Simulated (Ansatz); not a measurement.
# C3H5F: the cost of one run

Method: RKS B3LYP-D4/def2-SVP, in Ansatz 0.2.0.

## 1. Starting point

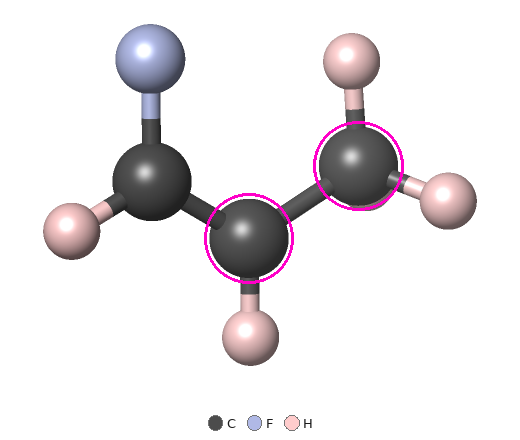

The starting structure, seen from a free direction (carbon dark grey, fluorine light blue, hydrogen pink). Ringed: C1, C2.

Coordinates:

```xyz
9

C    -0.3804    0.5875   -0.8744
C    -0.4134   -0.3322    0.2990
C     0.6843   -0.6115    1.0395
F     1.8280   -0.0665    0.7546
H    -0.7264    0.0600   -1.7788
H    -1.0754    1.4026   -0.7287
H     0.6188    1.0366   -1.0661
H    -1.3451   -0.7597    0.5291
H     0.6834   -1.2592    1.8947
```

## 2. Relaxing end A

input.yaml reads:

```yaml
crystal:
  periodic: [false, false, false]
  atoms:
    - { symbol: C, position_ang: [-0.3804, 0.5875, -0.8744] }
    - { symbol: C, position_ang: [-0.4134, -0.3322, 0.299] }
    - { symbol: C, position_ang: [0.6843, -0.6115, 1.0395] }
    - { symbol: F, position_ang: [1.828, -0.0665, 0.7546] }
    - { symbol: H, position_ang: [-0.7264, 0.06, -1.7788] }
    - { symbol: H, position_ang: [-1.0754, 1.4026, -0.7287] }
    - { symbol: H, position_ang: [0.6188, 1.0366, -1.0661] }
    - { symbol: H, position_ang: [-1.3451, -0.7597, 0.5291] }
    - { symbol: H, position_ang: [0.6834, -1.2592, 1.8947] }
basis:
  gaussian: { orbitals: def2-SVP }
hamiltonian:
  xc: b3lyp
  dispersion: d4
relax:
  f_tol: 0.015
  max_steps: 40
```

The run is started by

```bash
$ ansatz run input.yaml --threads 1 --pin off --max-ram 2048MiB --backend cpu --events-out ev --progress --plain --runs-dir out
```

**Question.** How long does this run take on 1 thread of Arm Neoverse V1, shared host, and how much memory does it need?

About 18 s, with a peak of 0.15 GiB.
